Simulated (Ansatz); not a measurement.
The calculation's input:

```
crystal:
  lattice:
    - [8.30256114, 0.0, 0.0]
    - [-4.15128057, 7.1902288638, 0.0]
    - [0.0, 0.0, 3.4956301506]
  atoms:
    - { symbol: Sb, position: [0.8172281963, 0.6344563926, 0.25] }
    - { symbol: Sb, position: [0.1827718037, 0.8172281963, 0.75] }
    - { symbol: Sb, position: [0.3655436074, 0.1827718037, 0.25] }
    - { symbol: Sb, position: [0.1827718037, 0.3655436074, 0.75] }
    - { symbol: Sb, position: [0.8172281963, 0.1827718037, 0.25] }
    - { symbol: Sb, position: [0.6344563926, 0.8172281963, 0.75] }
    - { symbol: Pd, position: [0.3333333333, 0.6666666667, 0.25] }
    - { symbol: Pd, position: [0.6666666667, 0.3333333333, 0.75] }
basis:
  ecutwfc: 420
kpoints:
  mp_grid: { grid: [6, 6, 10] }
hamiltonian:
  xc: pbe
scf:
  occupations: { method: gaussian, width: 0.1 }
output:
  forces: true
  stress: true
  eigenvalues: true
  write_density: true
  write_potential: true
  elf: true
  volumetric_format: npy
relax:
  adjacent_minimum: "off"
  f_tol: 0.01
  max_steps: 80
  cell: { stress_tol: 0.05 }
```

Launched as:

```sh
ansatz run input.yaml --threads 1 --pin off --max-ram 2560MiB --backend cpu --events-out ev --progress --plain --runs-dir out
```

Below, planes, directions and counts refer to the conventional cell (a = 8.21 Å, b = 8.21 Å, c = 3.59 Å, α = 90.00°, β = 90.00°, γ = 120.00°).

The fields are those of the run's last geometry, not of the input's.

Space group P6₃/mmc; started from the Ni3Sn (D0_19)_194 prototype, which need not be the ambient phase.

Method: Ansatz, DFT PBE, scalar-relativistic, plane waves, PAW.

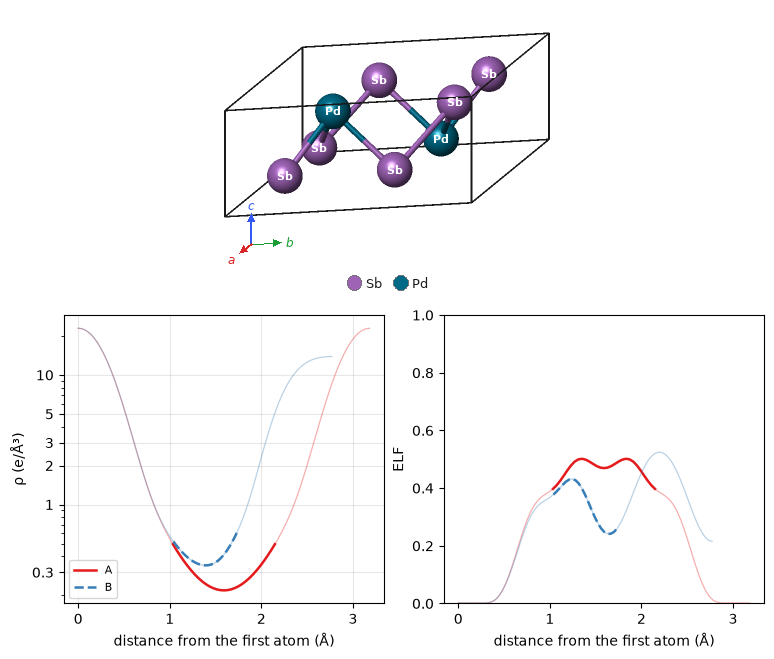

Sb3Pd. Valence charge density (pseudo) and electron localisation function along straight lines between neighbouring atoms. Thin, pale parts lie inside the atomic spheres. The structure is drawn too.

In a PAW calculation such maps are meaningful between the atoms, not at the nuclei.

Which curve belongs to which contact (Sb–Pd and Sb–Sb)? The first atom named is at distance zero.

Curve A: Sb–Sb (3.18 Å): ρ is about 0.22 e/Å³ halfway; the ELF is about 0.45 at the midpoint. Curve B: Sb–Pd (2.77 Å): the density is about 0.34 e/Å³ at the midpoint; the ELF is about 0.40 at the midpoint (no shared electron pair shows on this line).
